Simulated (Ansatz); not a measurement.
# ClGeH$_{3}$O: what the fields show

The calculation's input:

```
crystal:
  periodic: [false, false, false]
  atoms:
    - { symbol: Ge, position_ang: [0.0, 0.0, 0.0] }
    - { symbol: H, position_ang: [0.7476, 0.0, 1.5822] }
    - { symbol: Cl, position_ang: [2.3434, 0.0, 0.6042] }
    - { symbol: O, position_ang: [-0.8337, 1.4443, -0.5894] }
    - { symbol: H, position_ang: [-1.7915, 1.2136, -0.8118] }
    - { symbol: H, position_ang: [-0.73, -1.2648, -0.5162] }
basis:
  gaussian: { orbitals: def2-SVP }
hamiltonian:
  xc: pbe
  dispersion: d4
relax:
  f_tol: 0.15
  max_steps: 25
  restrain:
    - { distance: [1, 2], at: 2.57, k: 30.0 }
    - { distance: [0, 1], at: 1.55, k: 30.0 }
    - { distance: [0, 2], at: 2.22, k: 30.0 }
output:
  orbitals: {}
```

Command:

```sh
ansatz run input.yaml --threads 1 --pin off --max-ram 2048MiB --backend cpu --events-out ev --progress --plain --runs-dir out
```

The fields are those of the run's last geometry, not of the input's.

Not at a stationary point (largest force 1.0 eV/Å).

Theory: RKS PBE-D4/def2-SVP (Ansatz).

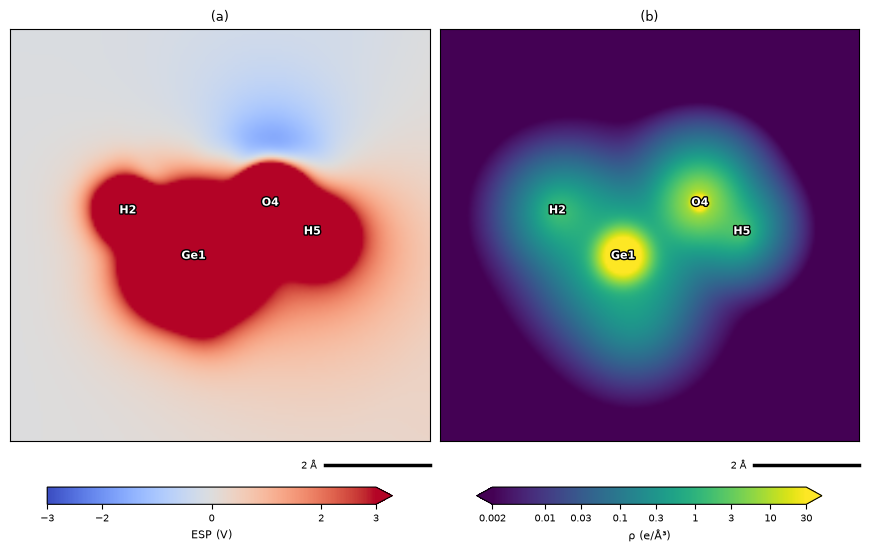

Figure 1. (a) molecular electrostatic potential; (b) electron density on the plane of atoms Ge1, O4 and H5.

> What do the fields say about this system?

- The plane passes through Ge, H and O nuclei.
- Ge–O (1.79 Å): ρ at the midpoint is about 0.94 e/Å³.
- O–H (0.97 Å): ρ at the midpoint is about 3.6 e/Å³.
- Ge–H (1.53 Å): the density is about 1.1 e/Å³ at the midpoint.
- Outside the dense part of the molecule the potential is most negative (−1.6 V) near O4.

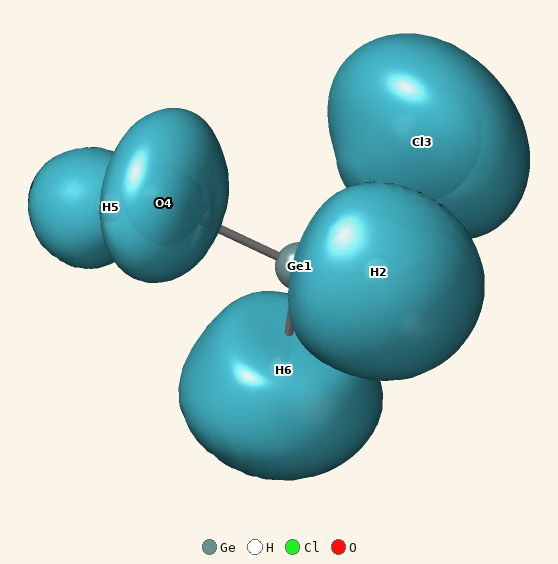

Figure 2. Isosurface of the ELF at 0.75 (cyan), seen across its widest extent. Core shells and regions of very low density are left out.

> Describe the localisation domains.

The surface consists of two regions around hydrogen nuclei, one region wrapped around Cl (its valence shell) and one joined region spread over several atoms (H, O), in which their bonds and any lone pairs are merged. Along the contacts the grid gives the following. Ge–O (1.79 Å): the ELF peaks at about 0.85 in the valence shell of O, 0.6 Å from its nucleus, and is about 0.35 at the midpoint. Ge–Cl (2.20 Å): the ELF peaks at about 0.85 in the valence shell of Cl, 0.9 Å from its nucleus, and is about 0.60 at the midpoint.

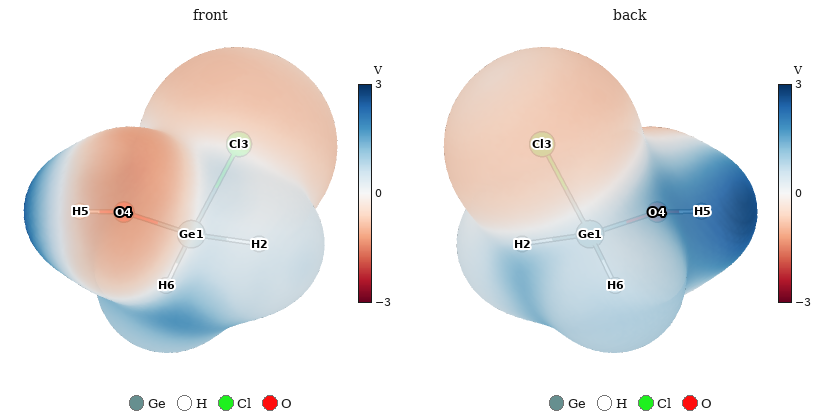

Figure 3. The electrostatic potential painted on the density surface at 0.002 e/bohr³, seen from the front and from behind; red is negative and blue positive.

> Describe the electrostatic potential map.

The most negative region (about −1.3 V, or −30 kcal/mol for a unit charge) lies over O4, the most positive (about +2.7 V, or +62 kcal/mol for a unit charge) over H5. O4 is the likeliest acceptor of a hydrogen bond.
